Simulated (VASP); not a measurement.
Energy against volume of CdS (zinc blende). Computed with PBE0 hybrid, VASP's PBE PAW potentials (set 64) (plane waves; VASP).

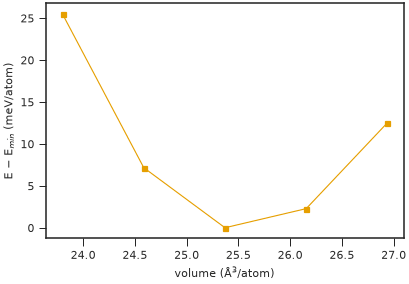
*Energy against volume*

**Question.** Estimate the equilibrium volume and the bulk modulus.

**Answer.** The minimum lies near 25.6 Å³/atom, and the curvature gives B0 of about 60 GPa.

Measured: a 5.832 Å (computed value off by +1.0 %), as given by arXiv:1206.3780. The calculation is for a static lattice, while the measured a holds thermal and zero-point effects, which are part of the difference.

The compound is CdS in the zinc blende structure, a metastable form; wurtzite is the usual one. It was relaxed first. The cell's shape comes from a PBE relaxation.
